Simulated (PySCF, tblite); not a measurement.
**C5H3F4 radical: geometry, infrared bands and EPR parameters**

What infrared bands and EPR parameters should C5H3F4 radical (`F[C]1C=C[C@@H]1C(F)(F)F`) show?

Computed with tblite 0.8.0 and PySCF 2.14.0, with density-fitted response routines of our own, on a single molecule in the gas phase. Atoms are numbered from 0 throughout.

**1. Starting geometry**

12 atoms, charge 0, multiplicity 2; geometry from: force field or distance geometry start.

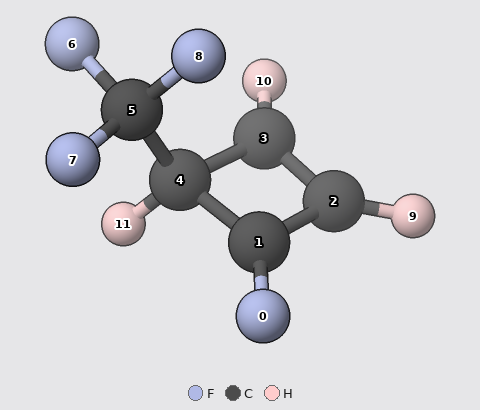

As it starts; fluorine light blue, carbon dark grey, hydrogen pink, atoms numbered.

**2. Optimising the geometry with GFN2-xTB**

What the job is given:

```
{"job": {"kind": "relax", "xc": "GFN2-xTB", "basis": "xTB"}, "charge": 0, "multiplicity": 2}
F     -0.553000     0.399300    -2.352800
C     -0.622700     0.056600    -1.083400
C     -1.777800    -0.169200    -0.150500
C     -0.923700    -0.553600     0.804300
C      0.323600    -0.444000    -0.095700
C      1.399700     0.532800     0.303800
F      2.080700     0.060100     1.377900
F      2.310400     0.708600    -0.687600
F      0.918800     1.747900     0.639600
H     -2.865600    -0.042600    -0.228200
H     -1.049000    -0.888900     1.840500
H      0.759800    -1.407900    -0.394000
```

Command:

```console
$ OMP_NUM_THREADS=1 python probes_run.py task.json out
```

One launch serves the whole session: the jobs run in the order shown.

Output:

```text
step      E/eV     max force
  0    -844.66137    4.144
  1    -844.96928    1.416
  2    -845.01085    1.073
  3    -845.02728    0.307
  4    -845.03295    0.179
  5    -845.03686    0.164
  6    -845.03953    0.171
  7    -845.04387    0.168
  8    -845.04638    0.119
  9    -845.04792    0.105
 10    -845.04864    0.085
 11    -845.04917    0.065
 12    -845.04969    0.061
 13    -845.05020    0.072
 14    -845.05071    0.077
 15    -845.05124    0.085
 16    -845.05186    0.075
 17    -845.05257    0.092
 18    -845.05329    0.093
 19    -845.05390    0.064
 20    -845.05440    0.057
 21    -845.05479    0.049
 22    -845.05508    0.052
 23    -845.05529    0.037
 24    -845.05547    0.031
 25    -845.05562    0.035
 26    -845.05574    0.033
 27    -845.05582    0.021
 28    -845.05589    0.020
 29    -845.05593    0.017
 30    -845.05596    0.013
 31    -845.05598    0.012
 32    -845.05599    0.011
 33    -845.05601    0.011
 34    -845.05602    0.012
 35    -845.05604    0.012
 36    -845.05606    0.014
 37    -845.05607    0.010
 38    -845.05609    0.010
```

Run time: 0.16 s. Hardware: 1 thread of Arm Neoverse V2, shared host.

Step by step: (not every step is listed)

```tsv
step	energy from step 0 (eV)	largest force (eV/Å)
0	0.0000	4.1437
1	-0.3079	1.4156
2	-0.3495	1.0727
3	-0.3659	0.3072
4	-0.3716	0.1787
5	-0.3755	0.1637
6	-0.3782	0.1711
7	-0.3825	0.1682
8	-0.3850	0.1188
10	-0.3873	0.0849
12	-0.3883	0.0611
14	-0.3893	0.0773
16	-0.3905	0.0749
18	-0.3919	0.0932
20	-0.3930	0.0574
22	-0.3937	0.0520
24	-0.3941	0.0313
26	-0.3944	0.0327
28	-0.3945	0.0202
30	-0.3946	0.0131
32	-0.3946	0.0114
33	-0.3946	0.0108
34	-0.3946	0.0124
35	-0.3947	0.0116
36	-0.3947	0.0139
37	-0.3947	0.0105
38	-0.3947	0.0097
```

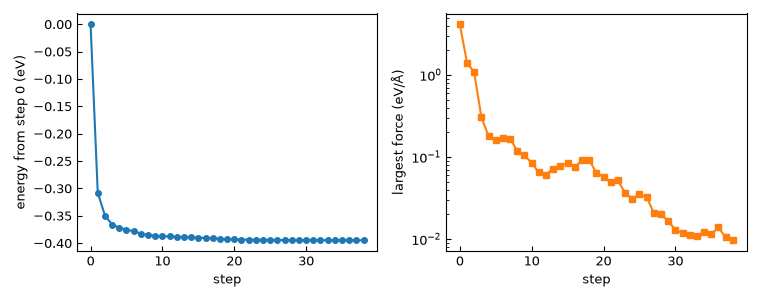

Energy and largest force along the relaxation.

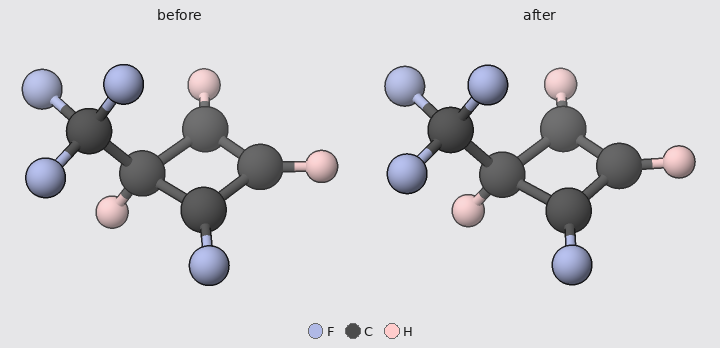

The geometry before (left) and after (right).

Distances of close pairs at the start and the end, largest changes first:

```tsv
bond	before (Å)	after (Å)	change (Å)
C1–C2	1.502	1.382	-0.120
C1–C4	1.457	1.516	+0.059
C2–C3	1.337	1.391	+0.054
C3–H10	1.096	1.067	-0.029
C2–H9	1.098	1.072	-0.026
C5–F7	1.358	1.340	-0.018
C3–C4	1.542	1.527	-0.015
C5–F6	1.357	1.342	-0.015
```

The end geometry stands in the next job.

**3. Infrared spectrum with GFN2-xTB**

What the job is given:

```
{"job": {"kind": "ir", "xc": "GFN2-xTB", "basis": "xTB"}, "charge": 0, "multiplicity": 2}
F     -0.597903     0.391117    -2.359227
C     -0.713391     0.007057    -1.099551
C     -1.739166    -0.111256    -0.180699
C     -0.886074    -0.594958     0.805783
C      0.325517    -0.498992    -0.118199
C      1.373973     0.511991     0.312118
F      2.043053     0.092861     1.397429
F      2.289497     0.732607    -0.640631
F      0.843427     1.701060     0.623492
H     -2.791945     0.086528    -0.221911
H     -0.977543    -0.886165     1.828397
H      0.831755    -1.432535    -0.373028
```

Output:

```text
mode    cm-1     km/mol
  1      41.8      0.61
  2     101.3      1.36
  3     135.8      1.57
  4     242.4      0.18
  5     284.9      1.42
  6     328.0      4.92
  7     399.3      5.66
  8     443.5     19.37
  9     477.5     14.77
 10     522.2      9.21
 11     550.8     23.15
 12     639.5     29.67
 13     693.3     27.39
 14     811.9      2.65
 15     873.9     55.49
 16     948.3      5.51
 17     984.9      9.00
 18    1045.7    158.80
 19    1055.0    210.55
 20    1062.5    112.73
 21    1095.3      5.41
 22    1130.8     78.00
 23    1179.7    165.11
 24    1203.5     53.20
 25    1276.5     66.30
 26    1356.0     78.15
 27    1574.5    169.67
 28    2970.4      6.99
 29    3165.4      4.32
 30    3208.2      0.50
```

Run time: 0.25 s. Hardware: 1 thread of Arm Neoverse V2, shared host.

The strongest bands and the atoms that carry them (share of the mass-weighted mode):

```tsv
cm⁻¹	km/mol	atoms
1046	158.8	C5 35 %, H11 23 %
1055	210.6	C5 48 %, F6 17 %, H11 13 %
1062	112.7	C5 47 %, F7 17 %, H9 11 %
1131	78.0	C4 38 %, H11 31 %, C3 12 %
1180	165.1	C5 61 %, H11 22 %
1276	66.3	C4 46 %, H11 19 %
1356	78.2	C2 35 %, C3 29 %, C1 17 %
1574	169.7	C1 59 %, C2 23 %
```

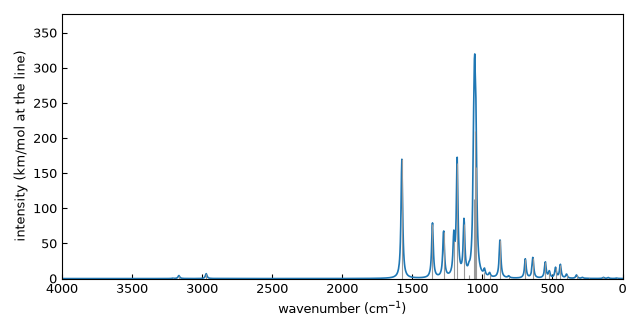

The infrared spectrum from these modes, unscaled. Lines are broadened to a width of 14 cm⁻¹ (Lorentzian).

**4. EPR parameters: B3LYP/pcH-1**

The job, as its differences from that of step 3:

```diff
@@ -1,2 +1,2 @@
-{"job": {"kind": "ir", "xc": "GFN2-xTB", "basis": "xTB"}, "charge": 0, "multiplicity": 2}
+{"job": {"kind": "epr", "basis": "pcH-1"}, "charge": 0, "multiplicity": 2}
 F     -0.597903     0.391117    -2.359227
```

Level: UKS B3LYP, pcH-1 on C F H, non-relativistic, mean-field spin-orbit, GIAO.

Output:

```text
UKS, coarse grid
  cycle   1  E = -591.45451615  |g| = 7.31e-01
  cycle   2  E = -591.20237778  |g| = 1.18e+00
  cycle   3  E = -591.62865356  |g| = 6.95e-02
  cycle   4  E = -591.62998444  |g| = 5.30e-02
  cycle   5  E = -591.63132361  |g| = 1.36e-02
  cycle   6  E = -591.63143277  |g| = 7.06e-03
  cycle   7  E = -591.63147906  |g| = 2.43e-03
  cycle   8  E = -591.63148687  |g| = 1.60e-03
  cycle   9  E = -591.63148829  |g| = 3.36e-04
UKS, final grid
  cycle   1  E = -591.63159018  |g| = 4.48e-04
  cycle   2  E = -591.63159010  |g| = 7.15e-04
  cycle   3  E = -591.63159025  |g| = 5.13e-05
  cycle   4  E = -591.63159025  |g| = 2.00e-05
E = -591.63159025 Eh   <S^2> = 0.7761 (exact 0.7500)
g shifts (ppm)      1          2          3
  rmc          -187       -187       -187
  gc              2         46         27
  oz_so         -48       1365       1891
  total        -233       1224       1730
hyperfine (MHz)  atom isotope    a_iso     a_fc   dipolar eigenvalues
    0   19F     106.74     106.74   -181.11   -152.41    333.52
    1   13C      75.41      75.41    -54.53    -52.40    106.93
    2   13C     -48.30     -48.30    -27.47     12.18     15.29
    3   13C      68.89      68.89    -57.76    -55.55    113.31
    4   13C     -29.90     -29.90     -2.66      0.59      2.07
    5   13C       9.90       9.90     -1.48     -0.88      2.35
    6   19F       3.17       3.17     -3.73     -3.31      7.04
    7   19F       0.37       0.37     -2.81     -2.31      5.12
    8   19F       4.24       4.24    -12.27     -5.02     17.29
    9    1H      10.48      10.48     -4.20      0.14      4.05
   10    1H     -52.52     -52.52    -28.74      0.31     28.42
   11    1H      14.77      14.77     -5.76     -0.80      6.56
```

It took 60 s on 1 thread of Arm Neoverse V2, shared host; peak memory 0.96 GiB.

Principal g values 2.00209, 2.00354, 2.00405; g(iso) = 2.00323, against 2.00232 for a free electron.

Hyperfine couplings; where a row names several nuclei, a(iso) is their mean (it holds for fast rotation or exchange) and the dipolar term the largest among them:

```tsv
nuclei	isotope	a(iso) (MHz)	a(iso) (G, at g = 2.0023)	largest dipolar term (MHz)
F0	19F	106.7	38.1	333.5
C1	13C	75.4	26.9	106.9
C3	13C	68.9	24.6	113.3
H10	1H	-52.5	-18.7	-28.7
C2	13C	-48.3	-17.2	-27.5
C4	13C	-29.9	-10.7	-2.7
H11	1H	14.8	5.3	6.6
H9	1H	10.5	3.7	-4.2
C5	13C	9.9	3.5	2.4
F6, F7, F8	19F	2.6	0.9	17.3
```

Mulliken spin populations:

```tsv
atom	value (e)
F0	0.04
C1	0.56
C2	-0.25
C3	0.72
C4	-0.08
C5	0.01
F6	0.00
F7	0.00
F8	0.00
H9	0.01
H10	-0.03
H11	0.01
```

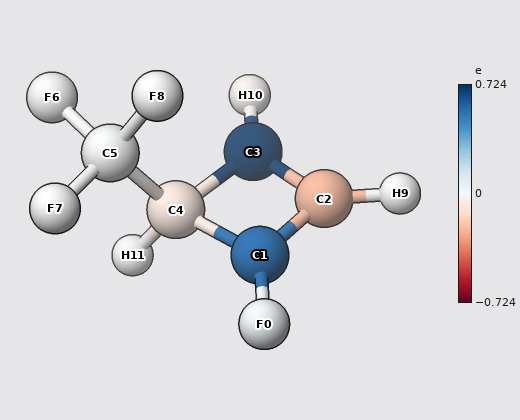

Mulliken spin populations, as colours on the atoms.

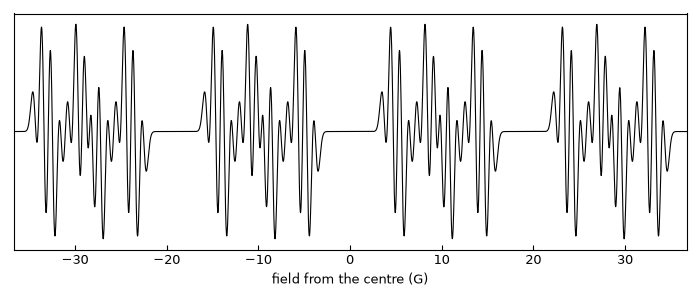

First-order isotropic spectrum (first derivative, main isotopes with spin only, couplings over 0.8 MHz, Gaussian width 0.3 G; couplings of the frozen geometry, rotation of groups not averaged beyond the rows shown).

The fields below are evaluated on a grid from the run's orbitals.

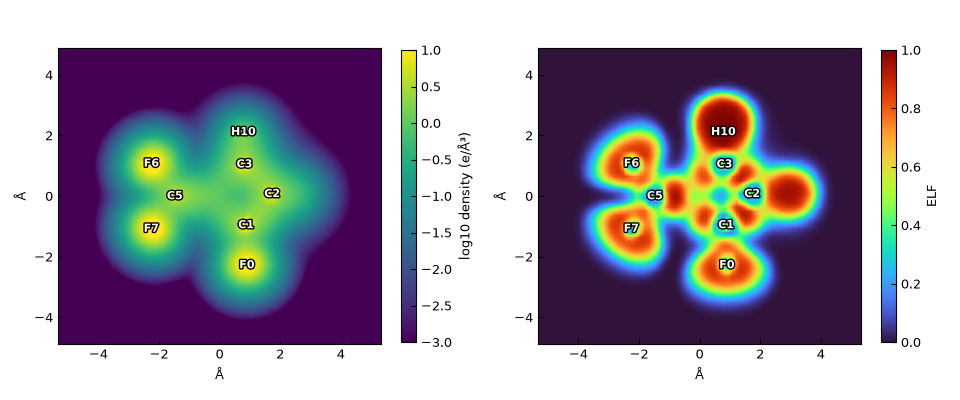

Density (left) and ELF (right) in a plane through or near 8 of the atoms.

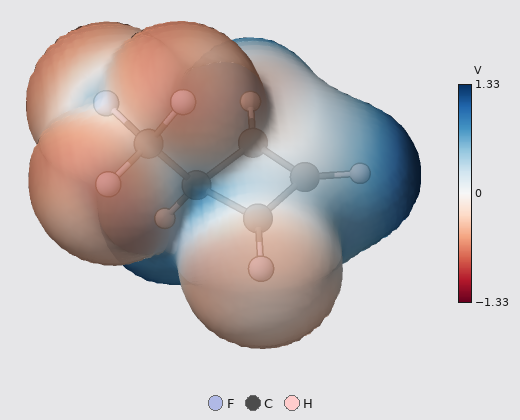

Electrostatic potential on the surface of density 0.002 e/bohr³; red is low, blue high. It runs from -0.63 V near F8 to 1.33 V near H9.

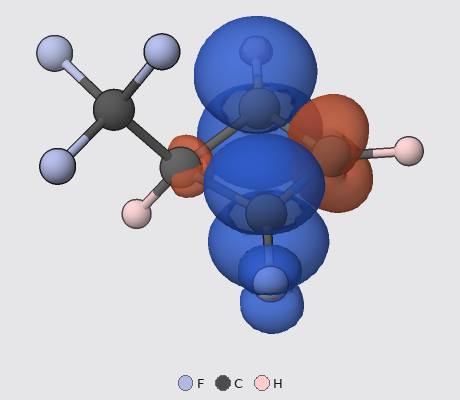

Spin density at ±0.03 e/Å³ (alpha excess blue, beta excess red).

**5. Outcome**

| quantity | value |
| --- | --- |
| strongest single infrared mode (GFN2-xTB) | 1055 cm⁻¹, 211 km/mol |
| zero-point energy (GFN2-xTB) | 42.6 kcal/mol |
| g(iso) (B3LYP) | 2.00323 |
| ⟨S²⟩ | 0.776 (exact 0.75) |
| largest a(iso) (averaged by class) | 19F on F0, 106.7 MHz |
| potential on the surface of density 0.002 e/bohr³, 1st and 99th percentile | -0.63 V and 1.33 V |

**Reading.** Over 38 steps the energy fell by 0.395 eV; of the close pairs, C1–C2 changed most, 1.502 to 1.382 Å. All 30 modes are real, so the xTB geometry is a minimum. The strongest single mode, at 1055 cm⁻¹, is spread over several atoms, C5, F6, H11 among them. GFN2-xTB is a fitted tight-binding method: band positions and strengths are rough. Its intensities can rank the bands wrongly. The largest spin populations lie on C3 (0.72 e), C1 (0.56 e). The isotropic g lies 0.9 ppt above the free-electron value. The conformer search found further structures of the same energy, which may be mirror or relabelled copies of this one.
